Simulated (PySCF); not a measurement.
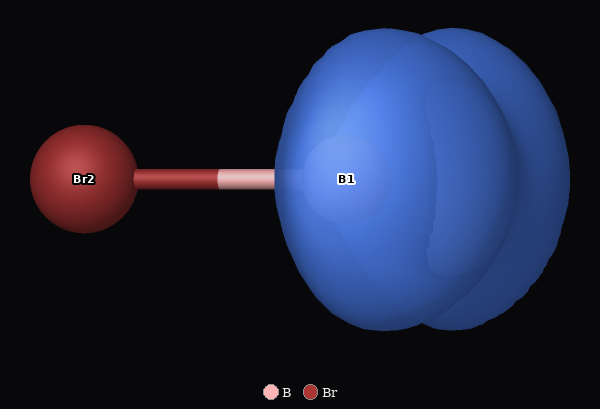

The picture shows: BBr (charge −1, doublet). Isosurface of the ELF at 0.9 (blue), seen from one side. Only the valence region is drawn (cores and ρ < 0.01 e/Å³ removed).

Theory: PBE0/aug-cc-pVDZ(-PP), non-relativistic Hamiltonian with scalar-relativistic core potentials where named, at a bond length of 2.113 Å (PySCF).

| atom | x (Å) | y (Å) | z (Å) |
| --- | --- | --- | --- |
| B | 0.0000 | 0.0000 | -1.8543 |
| Br | 0.0000 | 0.0000 | 0.2587 |

> Describe the localisation domains.

The ELF exceeds this value in one lobe on B, pointing away from the bonds (non-bonding electrons).

Values along the shortest contacts:
B–Br (2.11 Å): the ELF peaks at about 0.80 between the atoms: a shared but strongly polarised pair.
